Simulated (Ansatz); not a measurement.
## Run report: Zn₃H₆O₆ (charge −1), geometry relaxation (part 2 of 2)

The same run, continued: Zn₃H₆O₆, charge −1, multiplicity 2; UKS r2SCAN-D4/def2-SVP (Ansatz 0.2.0). The geometry: r2SCAN-D4/def2-SVP start.

Geometry of the input (Å):
```
Zn -0.3091  1.8748  -2.2168
Zn 0.0649  0.0129  0.0006
Zn 0.3860  -1.8095  2.2567
O  1.1233  0.9769  -1.3111
O  0.1309  -1.9036  0.3511
O  -0.4025  3.0453  -3.5725
O  -1.3882  0.8823  -0.9684
O  0.5871  -2.8204  3.7244
O  0.3404  0.0808  1.9244
H  2.0547  0.9361  -1.5433
H  -0.2118  -2.6311  -0.1758
H  -1.3142  3.2746  -3.7907
H  -2.2925  1.0530  -0.6905
H  0.5826  -3.7632  3.5178
H  0.6482  0.7911  2.4942
```

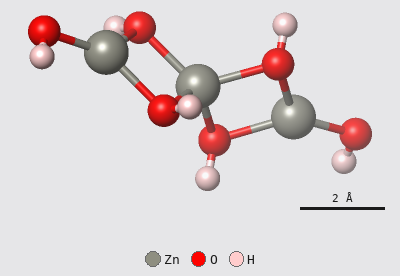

*The geometry at step 6 of the log (ball-and-stick view, seen at a tilt).*

**Trajectory as extended XYZ (Å, eV, eV/Å), 10 frames, from step=1 to step=10**
```
15
Properties=species:S:1:pos:R:3:forces:R:3 step=1 energy=-157607.46894
Zn   -0.3091    1.8748   -2.2168   -0.0662  -0.2940   0.3835
Zn    0.0649    0.0129    0.0006   -0.0570  -0.0193   0.0007
Zn    0.3860   -1.8095    2.2567   -0.0753   0.2039  -0.4327
O     1.1233    0.9769   -1.3111    0.1062   0.1221  -0.0723
O     0.1309   -1.9036    0.3511    0.1915  -0.0941   0.0149
O    -0.4025    3.0453   -3.5725    0.1765   0.5091  -0.6109
O    -1.3882    0.8823   -0.9684   -0.0532  -0.0727  -0.1782
O     0.5871   -2.8204    3.7244    0.1020  -0.2645   0.7628
O     0.3404    0.0808    1.9244   -0.0859   0.0182   0.1787
H     2.0547    0.9361   -1.5433    0.2437  -0.0420  -0.0534
H    -0.2118   -2.6311   -0.1758   -0.1559  -0.2083  -0.1675
H    -1.3142    3.2746   -3.7907   -0.1510  -0.0431   0.0606
H    -2.2925    1.0530   -0.6905   -0.2694   0.0782   0.1352
H     0.5826   -3.7632    3.5178   -0.0153  -0.0917  -0.1406
H     0.6482    0.7911    2.4942    0.1091   0.1982   0.1192
15
Properties=species:S:1:pos:R:3:forces:R:3 step=2 energy=-157607.51347
Zn   -0.3089    1.8788   -2.2202   -0.0500  -0.1692   0.2401
Zn    0.0623    0.0114    0.0004   -0.0424  -0.0084   0.0014
Zn    0.3845   -1.8118    2.2614   -0.0512   0.1137  -0.2631
O     1.1327    0.9848   -1.3116    0.1136   0.0946  -0.0562
O     0.1437   -1.9159    0.3475    0.1374  -0.1255  -0.0321
O    -0.4016    3.0589   -3.5888    0.1047   0.3195  -0.3845
O    -1.3998    0.8776   -0.9788   -0.1139  -0.0577  -0.1232
O     0.5859   -2.8327    3.7417    0.0633  -0.1761   0.4752
O     0.3314    0.0862    1.9364   -0.0620   0.0442   0.1547
H     2.0670    0.9373   -1.5464    0.0562  -0.0357  -0.0144
H    -0.2222   -2.6408   -0.1757   -0.0849  -0.0314  -0.0340
H    -1.3207    3.2730   -3.8003   -0.0702  -0.0593   0.0741
H    -2.2997    1.0681   -0.6830   -0.0432   0.0479   0.0715
H     0.5896   -3.7731    3.5162   -0.0134  -0.0080  -0.1161
H     0.6557    0.7982    2.5013    0.0562   0.0514   0.0066
15
Properties=species:S:1:pos:R:3:forces:R:3 step=3 energy=-157607.55851
Zn   -0.3049    1.8854   -2.2221   -0.0073   0.0547  -0.0205
Zn    0.0561    0.0056   -0.0014   -0.0071   0.0087   0.0020
Zn    0.3775   -1.8103    2.2694   -0.0093  -0.0362   0.0482
O     1.1506    1.0088   -1.3020    0.0764   0.0348   0.0111
O     0.1934   -1.9396    0.3391   -0.0232  -0.2260  -0.1646
O    -0.3984    3.0869   -3.6127   -0.0986  -0.0144   0.0085
O    -1.4217    0.8489   -1.0155   -0.3191   0.0055   0.0458
O     0.5733   -2.8543    3.7722    0.0053  -0.1072  -0.0757
O     0.2911    0.0983    1.9597   -0.0123   0.1178   0.0958
H     2.0839    0.9318   -1.5498   -0.1456  -0.0243   0.0208
H    -0.2605   -2.6441   -0.1603    0.0862   0.2760   0.1956
H    -1.3374    3.2441   -3.8067    0.1224  -0.0583   0.0713
H    -2.2903    1.1132   -0.6552    0.3820  -0.0520  -0.0890
H     0.6118   -3.7826    3.4854   -0.0136   0.1826  -0.0044
H     0.6755    0.8079    2.4999   -0.0362  -0.1618  -0.1450
15
Properties=species:S:1:pos:R:3:forces:R:3 step=4 energy=-157607.63155
Zn   -0.2747    1.8822   -2.1605    0.0723  -0.0927   0.1174
Zn    0.0897   -0.0232   -0.0296    0.0337  -0.0373   0.0101
Zn    0.3017   -1.7732    2.2405   -0.0087   0.1543  -0.1240
O     1.2241    1.1226   -1.1726   -0.0436   0.0535  -0.0076
O     0.2562   -1.9768    0.2848    0.0490  -0.0406   0.0211
O    -0.4119    3.0132   -3.5972    0.0203   0.0177   0.0130
O    -1.4220    0.7396   -1.0506   -0.1625   0.0665  -0.0402
O     0.5968   -2.8186    3.7173   -0.0204   0.0378   0.0380
O     0.1352    0.1504    1.9383   -0.0303  -0.0680   0.0698
H     2.0889    0.8972   -1.5468   -0.0667  -0.0331  -0.0163
H    -0.3846   -2.5754   -0.1379    0.0219   0.1110   0.0665
H    -1.3607    3.1469   -3.7373   -0.0396  -0.0005  -0.0313
H    -2.1430    1.1261   -0.5205    0.1394  -0.0134  -0.0764
H     0.6222   -3.7290    3.3900    0.0204  -0.0749  -0.0103
H     0.6819    0.8180    2.3821    0.0148  -0.0804  -0.0297
15
Properties=species:S:1:pos:R:3:forces:R:3 step=5 energy=-157607.66340
Zn   -0.2588    1.8579   -2.1334    0.0083  -0.0034   0.0066
Zn    0.0611    0.0007   -0.0052    0.0090  -0.0191   0.0109
Zn    0.3301   -1.7468    2.2088   -0.0068   0.0314  -0.0144
O     1.2392    1.1693   -1.0920   -0.0271   0.0254   0.0554
O     0.3230   -1.9562    0.2472    0.0484   0.0322   0.0391
O    -0.4010    3.0250   -3.5419   -0.0105  -0.0163   0.0133
O    -1.4590    0.7198   -1.0660   -0.0109  -0.0010  -0.0211
O     0.5423   -2.8202    3.6808    0.0028  -0.0110  -0.0200
O     0.0637    0.1745    1.9774   -0.0570  -0.0337  -0.0522
H     2.0076    0.7751   -1.5328    0.0193  -0.0194  -0.0524
H    -0.3992   -2.4856   -0.1331   -0.0308  -0.0144   0.0038
H    -1.3401    3.0519   -3.7791    0.0042  -0.0065   0.0034
H    -2.1219    1.1631   -0.5084    0.0008   0.0290  -0.0138
H     0.6884   -3.7155    3.3405    0.0039  -0.0039   0.0029
H     0.7247    0.7870    2.3372    0.0464   0.0107   0.0385
15
Properties=species:S:1:pos:R:3:forces:R:3 step=6 energy=-157607.66697
Zn   -0.2450    1.8608   -2.1120    0.0042   0.0151  -0.0194
Zn    0.0590    0.0095   -0.0002    0.0027   0.0003  -0.0028
Zn    0.3168   -1.7316    2.2063   -0.0023  -0.0075   0.0238
O     1.2607    1.1759   -1.0681   -0.0209   0.0202  -0.0115
O     0.3369   -1.9457    0.2457   -0.0025   0.0006  -0.0043
O    -0.3973    3.0029   -3.5397    0.0010  -0.0074   0.0109
O    -1.4652    0.7243   -1.0638   -0.0066   0.0055  -0.0020
O     0.5481   -2.8278    3.6591   -0.0021   0.0059  -0.0130
O     0.0307    0.1889    1.9802   -0.0126  -0.0361   0.0199
H     1.9762    0.7359   -1.5561    0.0088  -0.0111  -0.0081
H    -0.3955   -2.4676   -0.1279    0.0046   0.0012   0.0069
H    -1.3358    3.0179   -3.7804    0.0065  -0.0134   0.0122
H    -2.1099    1.1913   -0.5031    0.0075   0.0042  -0.0075
H     0.7148   -3.7149    3.3068    0.0018   0.0084  -0.0084
H     0.7053    0.7802    2.3533    0.0100   0.0140   0.0030
15
Properties=species:S:1:pos:R:3:forces:R:3 step=7 energy=-157607.66770
Zn   -0.2393    1.8644   -2.1155    0.0103  -0.0098   0.0085
Zn    0.0563    0.0207    0.0096   -0.0052   0.0002   0.0012
Zn    0.3135   -1.7330    2.2127   -0.0012   0.0102  -0.0036
O     1.2623    1.1763   -1.0696    0.0351  -0.0203  -0.0291
O     0.3388   -1.9351    0.2505   -0.0112  -0.0064  -0.0062
O    -0.3955    2.9975   -3.5477   -0.0160   0.0040  -0.0111
O    -1.4636    0.7370   -1.0624   -0.0101   0.0063   0.0109
O     0.5514   -2.8424    3.6527    0.0060  -0.0264  -0.0093
O     0.0159    0.1854    1.9942    0.0135   0.0058   0.0022
H     1.9647    0.7181   -1.5628   -0.0300   0.0199   0.0290
H    -0.3937   -2.4574   -0.1227    0.0089   0.0023   0.0005
H    -1.3342    2.9957   -3.7888    0.0124  -0.0010   0.0031
H    -2.1033    1.2154   -0.5056    0.0022  -0.0042  -0.0051
H     0.7372   -3.7205    3.2865   -0.0036   0.0223   0.0072
H     0.6894    0.7779    2.3691   -0.0110  -0.0029   0.0020
15
Properties=species:S:1:pos:R:3:forces:R:3 step=8 energy=-157607.66808
Zn   -0.2340    1.8595   -2.1179    0.0085  -0.0056   0.0031
Zn    0.0519    0.0281    0.0161   -0.0073   0.0016   0.0049
Zn    0.3126   -1.7307    2.2125    0.0009   0.0053  -0.0013
O     1.2644    1.1741   -1.0671    0.0133  -0.0100  -0.0119
O     0.3353   -1.9284    0.2500   -0.0026   0.0041   0.0001
O    -0.3943    2.9821   -3.5580   -0.0081   0.0039  -0.0075
O    -1.4664    0.7490   -1.0557    0.0041  -0.0010   0.0051
O     0.5590   -2.8513    3.6424    0.0034  -0.0141  -0.0012
O     0.0101    0.1869    2.0020    0.0107   0.0051  -0.0071
H     1.9671    0.7107   -1.5542   -0.0180   0.0093   0.0162
H    -0.3942   -2.4531   -0.1248   -0.0002   0.0004  -0.0026
H    -1.3345    2.9794   -3.7926    0.0050   0.0005  -0.0017
H    -2.1031    1.2356   -0.5030    0.0008  -0.0015   0.0024
H     0.7489   -3.7243    3.2667   -0.0012   0.0089   0.0037
H     0.6772    0.7824    2.3838   -0.0092  -0.0071  -0.0021
15
Properties=species:S:1:pos:R:3:forces:R:3 step=9 energy=-157607.66817
Zn   -0.2265    1.8543   -2.1253   -0.0031   0.0031  -0.0060
Zn    0.0425    0.0411    0.0280   -0.0071   0.0010   0.0027
Zn    0.3140   -1.7307    2.2146    0.0030  -0.0125   0.0020
O     1.2625    1.1761   -1.0588   -0.0474   0.0369   0.0359
O     0.3272   -1.9156    0.2508   -0.0410  -0.0308  -0.0230
O    -0.3910    2.9601   -3.5792   -0.0034  -0.0056   0.0055
O    -1.4687    0.7700   -1.0460   -0.0257   0.0169   0.0224
O     0.5743   -2.8696    3.6283   -0.0009   0.0080  -0.0024
O     0.0018    0.1854    2.0142   -0.0589  -0.0496  -0.0379
H     1.9641    0.7028   -1.5340    0.0558  -0.0344  -0.0350
H    -0.4013   -2.4415   -0.1268    0.0392   0.0293   0.0195
H    -1.3317    2.9505   -3.8119    0.0056   0.0007  -0.0009
H    -2.0992    1.2694   -0.4963    0.0232  -0.0190  -0.0194
H     0.7720   -3.7342    3.2383    0.0001  -0.0015  -0.0011
H     0.6600    0.7820    2.4041    0.0606   0.0574   0.0378
15
Properties=species:S:1:pos:R:3:forces:R:3 step=10 energy=-157607.66841
Zn   -0.2258    1.8515   -2.1264   -0.0024   0.0030  -0.0034
Zn    0.0379    0.0445    0.0314    0.0001   0.0025   0.0035
Zn    0.3153   -1.7316    2.2126    0.0015  -0.0070  -0.0013
O     1.2611    1.1787   -1.0534   -0.0066   0.0049   0.0056
O     0.3217   -1.9129    0.2481    0.0085   0.0057   0.0071
O    -0.3886    2.9521   -3.5845    0.0093  -0.0065   0.0089
O    -1.4719    0.7754   -1.0420    0.0034  -0.0039  -0.0066
O     0.5804   -2.8733    3.6232   -0.0014   0.0124   0.0006
O     0.0007    0.1848    2.0175    0.0098   0.0109   0.0068
H     1.9658    0.7032   -1.5244    0.0075  -0.0025  -0.0065
H    -0.4066   -2.4369   -0.1289   -0.0094  -0.0058  -0.0042
H    -1.3283    2.9399   -3.8199   -0.0073   0.0007  -0.0035
H    -2.0994    1.2774   -0.4930   -0.0044   0.0051   0.0033
H     0.7787   -3.7363    3.2303    0.0015  -0.0087  -0.0027
H     0.6590    0.7836    2.4095   -0.0100  -0.0109  -0.0077
```

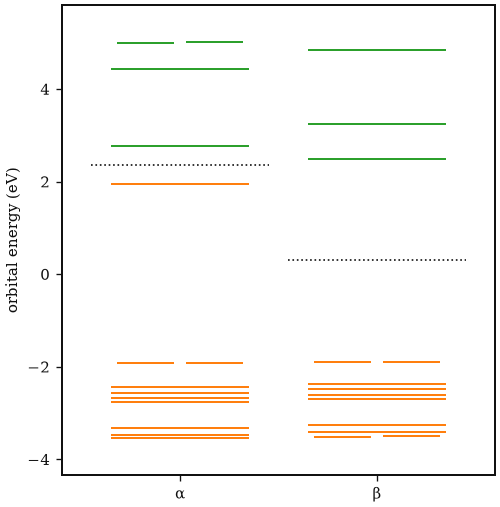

*Orbital energies near the frontier for α and β spins; the dotted line parts filled from empty levels, and levels within 0.02 eV of each other stand side by side.*

α: highest filled 1.96 eV, lowest empty 2.78 eV, 0.82 eV apart; β: highest filled −1.89 eV, lowest empty 2.50 eV, 4.39 eV apart.

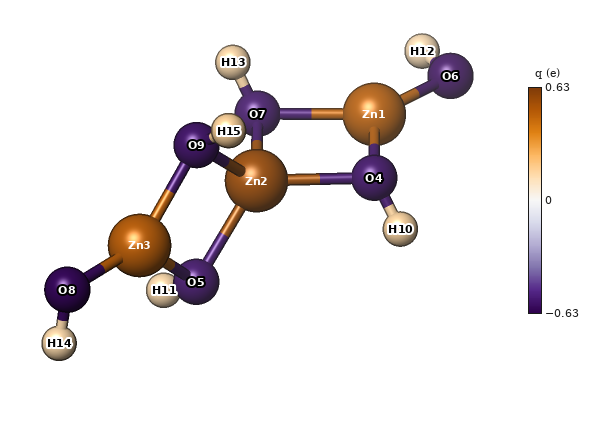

*Mulliken charges, as the colour of each atom (ball-and-stick view, seen at a tilt; atoms are numbered from 1 in the order of the input).*

By element: Zn +0.49 to +0.56, O −0.60 to −0.57 and H +0.14 to +0.16 e.
